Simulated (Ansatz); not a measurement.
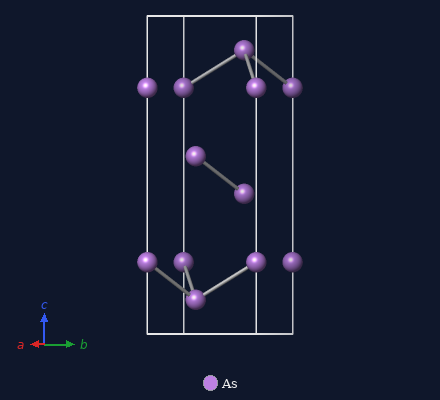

As (R-3m, No. 166): the geometry relaxed at fixed volume with Ansatz 0.2.0, DFT PBE, spin-orbit coupling, plane waves, PAW.

```cif
data_structure
_symmetry_space_group_name_H-M 'P 1'
_symmetry_Int_Tables_number 1
_cell_length_a 3.8062
_cell_length_b 3.8062
_cell_length_c 10.9135
_cell_angle_alpha 90.000
_cell_angle_beta 90.000
_cell_angle_gamma 120.000
_cell_volume 136.92
loop_
_atom_site_label
_atom_site_type_symbol
_atom_site_fract_x
_atom_site_fract_y
_atom_site_fract_z
_atom_site_occupancy
As1 As 0.33333 0.66667 0.89250 1
As2 As 0.00000 0.00000 0.77417 1
As3 As 0.00000 0.00000 0.22583 1
As4 As 0.66667 0.33333 0.10750 1
As5 As 0.66667 0.33333 0.55917 1
As6 As 0.33333 0.66667 0.44083 1
```

What will an integrated-DPC-like image along [310] show? Simulated as the projected potential of neutral atoms (B = 0.3 Å²) blurred by a 0.52 Å probe, the thin-sample limit of integrated differential phase contrast. The display is stretched by a gamma of 0.8; percentages refer to the linear signal. Shot noise was added.

Answer. The columns repeat on an oblique net of 1.25 × 3.66 Å with an angle of 97° (plane group p2). All columns are alike (As). The shortest distance between visible columns is 1.25 Å in projection. Along the beam the structure repeats every 10.07 Å.

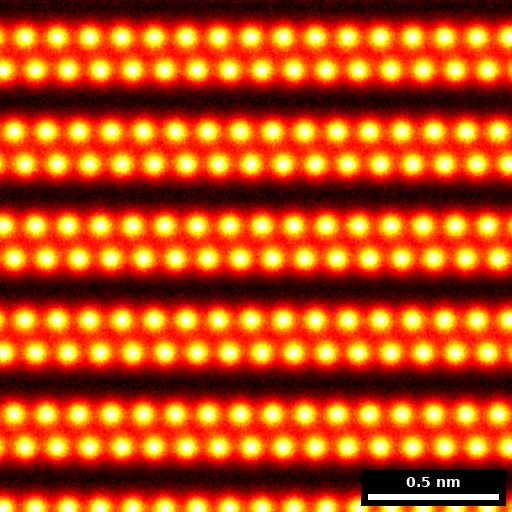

The simulated image.
